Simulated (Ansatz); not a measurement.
CH4Ge···CH4

Input file:

```
crystal:
  periodic: [false, false, false]
  atoms:
    - {symbol: Ge, position_ang: [-0.690866, -1.206123, -0.809574]}
    - {symbol: C, position_ang: [1.406983, 1.749794, 0.271157]}
    - {symbol: C, position_ang: [-1.758895, -1.765910, 0.483868]}
    - {symbol: H, position_ang: [0.696238, 1.351398, 0.995180]}
    - {symbol: H, position_ang: [-1.114397, -0.151045, -1.827521]}
    - {symbol: H, position_ang: [0.725211, -1.742623, -0.998117]}
    - {symbol: H, position_ang: [1.929185, 2.601974, 0.705643]}
    - {symbol: H, position_ang: [2.130927, 0.978320, 0.008564]}
    - {symbol: H, position_ang: [0.874405, 2.071414, -0.623985]}
    - {symbol: H, position_ang: [-1.439389, -2.516930, 1.194538]}
    - {symbol: H, position_ang: [-2.759402, -1.370172, 0.600344]}
basis:
  gaussian: {orbitals: def2-TZVPP}
hamiltonian: {xc: pbe0, dispersion: d4}
output: {orbitals: {seedname: orbitals}}
```

Launched as:

```sh
ansatz run in.yaml --threads 4 --pin off --events-out ev --progress --plain --max-ram 9574MiB
```

The product side of a reaction path; geometry: PBE0-D4/def2-TZVP.

Level of theory: Ansatz 0.2.0, RKS PBE0-D4/def2-TZVPP.

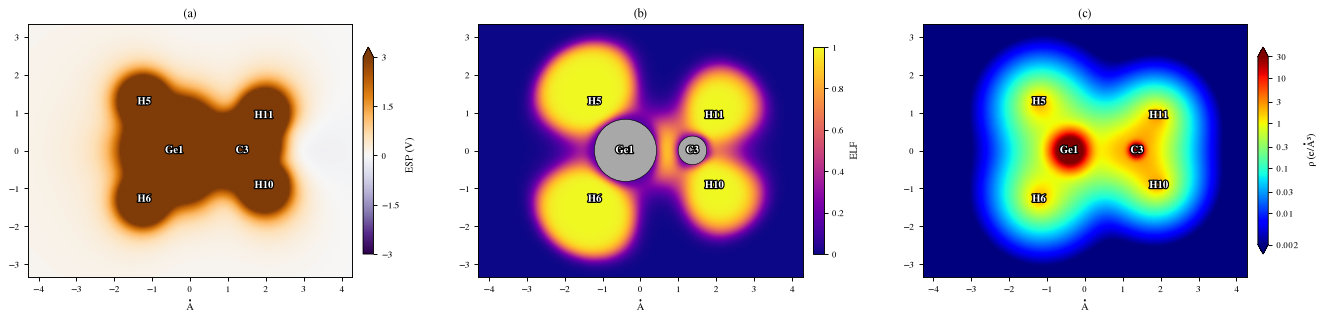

Figure 1. (a) molecular electrostatic potential; (b) electron localisation function; (c) electron density on the plane of atoms C3, Ge1 and H5. Grey discs cover the atomic cores in the ELF map.

Q: What do the fields say about this system?

A:
- Atoms in the plane: Ge, C and H.
- C–Ge (1.77 Å): ρ at the midpoint is about 1.1 e/Å³; the ELF peaks at about 0.85 in the valence shell of C, 0.7 Å from its nucleus, and is about 0.50 at the midpoint.
- C–H (1.08 Å): the density is about 2 e/Å³ at the midpoint; the ELF climbs to about 1 towards the hydrogen, as it does in any bond to H: an ordinary covalent bond to hydrogen.
- Ge–H (1.53 Å): ρ at the midpoint is about 1.1 e/Å³; the ELF climbs to about 1 towards the hydrogen.
- The potential has no marked negative region in this plane.

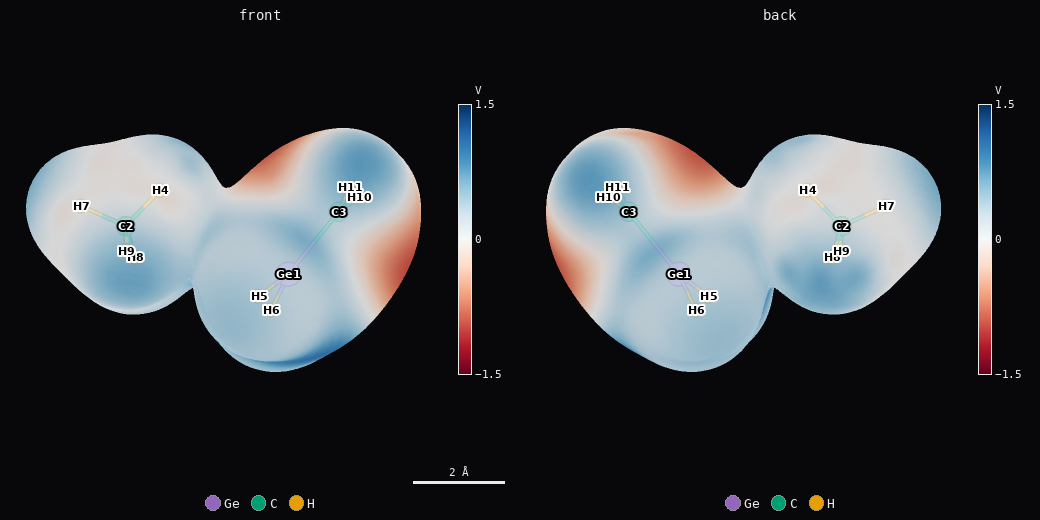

Figure 2. The molecular electrostatic potential painted on the density surface at 0.002 e/bohr³, seen from the front and from behind; red is negative and blue positive.

Q: Where is the surface potential most negative and most positive?

A: The most negative region (about −0.9 V) lies over the π face of C3, the most positive (about +1.1 V) over Ge1.

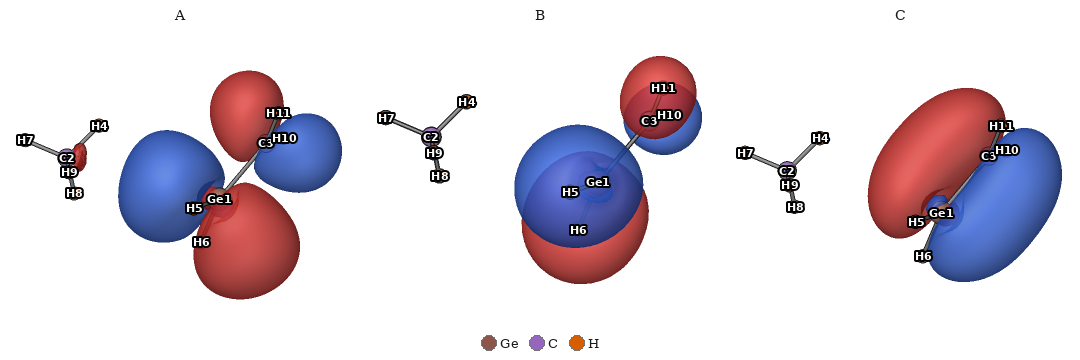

Figure 3. Three frontier orbitals at ±0.08 Å⁻³ᐟ² (blue and red are the two phases), in no order.

Q: Which picture is the HOMO−1, the HOMO and the LUMO?

A: B is the HOMO−1 (−9.76 eV). Its weight (Hirshfeld) is mainly on Ge1 (about 35 %), H5 (about 25 %), H6 (about 25 %) and C3 (about 5 %). C is the HOMO (−6.43 eV). By Hirshfeld shares it lies mainly on C3 (about 50 %) and Ge1 (about 40 %); π-bonding across C3–Ge1. A is the LUMO (−1.19 eV). Its weight (Hirshfeld) is mainly on Ge1 (about 50 %) and C3 (about 30 %); π-antibonding (π*) across Ge1–C3.

Q: What is the HOMO–LUMO gap?

A: 5.24 eV between the orbital energies.
